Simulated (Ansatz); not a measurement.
**BFH$_{3}$NSi: density, localisation and related maps**

The calculation's input:

```
crystal:
  periodic: [false, false, false]
  atoms:
    - { symbol: F, position_ang: [-1.1122, -2.2142, 0.7712] }
    - { symbol: B, position_ang: [-0.3676, -1.0415, 0.3433] }
    - { symbol: "N", position_ang: [0.718, -0.4572, -0.5523] }
    - { symbol: Si, position_ang: [-0.1819, 0.9082, -0.1476] }
    - { symbol: H, position_ang: [-0.19921, -1.80228, 1.21609] }
    - { symbol: H, position_ang: [-1.0557, 1.3359, -1.3047] }
    - { symbol: H, position_ang: [0.4577, 1.8012, 0.7976] }
basis:
  gaussian: { orbitals: def2-SVP }
hamiltonian:
  xc: b3lyp
relax:
  f_tol: 0.02
  max_steps: 50
output:
  orbitals: {}
```

Command:

```sh
ansatz run input.yaml --threads 1 --pin off --max-ram 2048MiB --backend cpu --events-out ev --progress --plain --runs-dir out
```

The fields are those of the relaxed geometry.

All numbers below come from RKS B3LYP/def2-SVP (Ansatz).

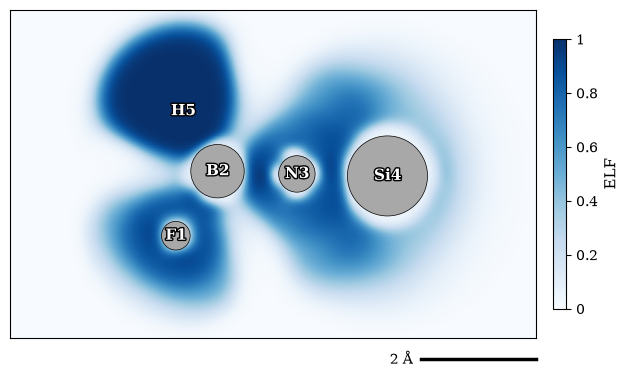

Figure 1. Electron localisation function on the plane of atoms N3, B2 and H5. Grey discs cover the atomic cores.

Q: Interpret the plot.

A: The plane passes through F, B, N, Si and H nuclei. B–F (1.34 Å): the ELF peaks at about 0.85 between the atoms: a polar covalent bond. B–N (1.39 Å): the ELF peaks at about 0.95 between the atoms, as expected for a polar covalent bond. Si–N (1.58 Å): the ELF peaks at about 0.90 between the atoms (a polar covalent bond). B–H (1.21 Å): the ELF climbs to about 1 towards the hydrogen, as it does in any bond to H: a covalent bond by its length. The ELF also peaks beside F1, away from the bonds: lone-pair regions.

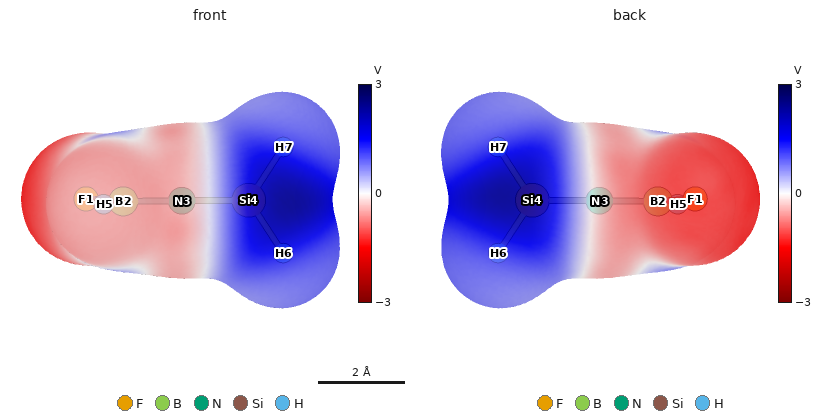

Figure 2. The molecular electrostatic potential painted on the density surface at 0.002 e/bohr³, seen from the front and from behind; the colour scale runs from red (negative) to blue (positive).

Q: Describe the electrostatic potential map.

A: The most negative region (about −1.3 V, or −30 kcal/mol for a unit charge) lies over F1, the most positive (about +2.3 V, or +53 kcal/mol for a unit charge) over Si4.

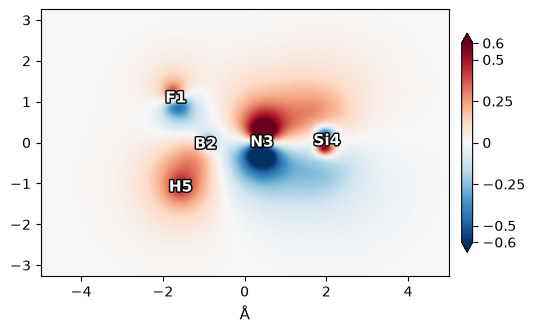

Figure 3. The HOMO−1 on the plane of atoms F1, B2 and H5 (values in Å⁻³ᐟ²; the overall sign is arbitrary).

Q: What is the character of this orbital?

A: Its weight (Hirshfeld) is mainly on N3 (about 45 %), Si4 (about 30 %), B2 (about 10 %) and H5 (about 10 %); π-bonding across N3–Si4. Its energy is −7.84 eV.
